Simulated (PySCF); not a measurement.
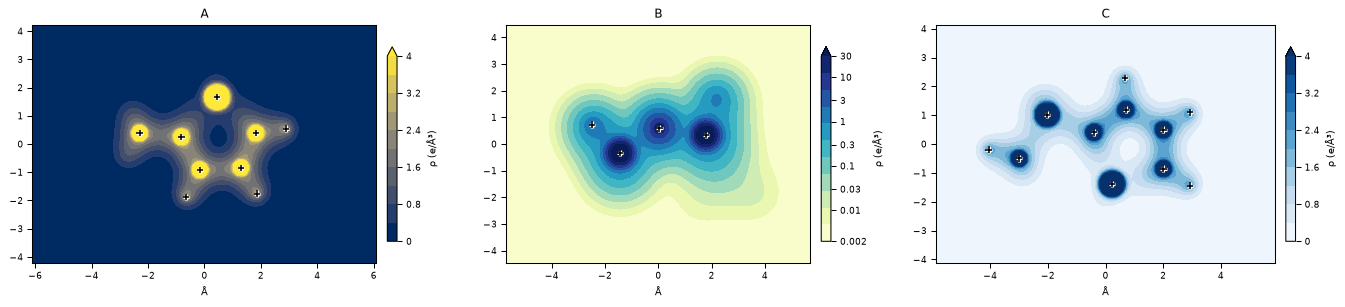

The total electron density of 3 systems, each on a plane through atoms (crosses mark nuclei in the plane).

All numbers below come from CAM-B3LYP/def2-SVPD, SCF density, gas phase (PySCF 2.14.0).

System 1: C₅H₈SSi (SMILES CSC1=CC=C[SiH2]1), the plane of atoms C1, S2 and C3. Geometry: PBE0-D3(BJ)/def2-SVP.

```xyz
15

C     2.6709   -0.3794   -0.6731
S     1.5402    0.6271   -1.6530
C     0.0383    0.3968   -0.8178
C    -1.1423    0.9447   -1.2130
C    -2.3122    0.6533   -0.3728
C    -2.1415   -0.1239    0.7226
Si   -0.3382   -0.5760    0.7650
H     2.3670   -1.4365   -0.6720
H     2.7475   -0.0072    0.3592
H     3.6566   -0.2966   -1.1512
H    -1.2476    1.5739   -2.1031
H    -3.2847    1.0718   -0.6578
H    -2.9613   -0.3879    1.3921
H    -0.0383   -2.0345    0.6249
H     0.4269   -0.0570    1.9404
```

System 2: ClGe₃H₇O, the plane of atoms O4, Ge5 and H10. Geometry: GFN2-xTB.

```xyz
12

Cl   -0.1844    0.3990   -2.8729
Ge   -0.4314   -0.7047   -1.1040
Ge   -2.0897    0.2332    0.3636
O     1.1567   -0.7588   -0.3404
Ge    2.1932    0.2342    0.6385
H    -0.5566   -2.1772   -1.4987
H    -1.5580    1.3734    1.1864
H    -2.6330   -0.7693    1.3389
H    -3.2617    0.7780   -0.3937
H     3.3538   -0.6693    0.9023
H     2.5670    1.4614   -0.1393
H     1.4452    0.5993    1.8933
```

System 3: C₅H₁₀Si₂ (SMILES [SiH3]CC1=CC=C[SiH2]1), the plane of atoms C5, C6 and H15. Geometry: GFN2-xTB.

```xyz
17

Si    2.5910    0.1455    0.1122
C     1.1631   -0.1473   -1.1233
C    -0.1458   -0.1475   -0.4287
C    -0.7689   -1.2492    0.0232
C    -2.0301   -1.0445    0.7120
C    -2.4506    0.2224    0.8320
Si   -1.1951    1.3653    0.0241
H     2.5995   -0.9232    1.1120
H     2.4074    1.4422    0.7656
H     3.8544    0.1364   -0.6307
H     1.3283   -1.1030   -1.6274
H     1.1865    0.6355   -1.8829
H    -0.3837   -2.2524   -0.1069
H    -2.5717   -1.9004    1.0926
H    -3.3729    0.4816    1.3241
H    -0.5245    2.2789    0.9515
H    -1.6940    2.0717   -1.1591
```

### Which map belongs to which system?

Panel A is system 3, C₅H₁₀Si₂: the plane holds C, Si and H. C–C (1.34 Å): ρ is about 2.3 e/Å³ halfway. Panel B is system 2, ClGe₃H₇O: the plane holds Ge, O and H. Ge–O (1.74 Å): ρ at the midpoint is about 1 e/Å³. Panel C is system 1, C₅H₈SSi: the plane holds C, S, Si and H. C–C (1.35 Å): ρ at the midpoint is about 2.2 e/Å³.
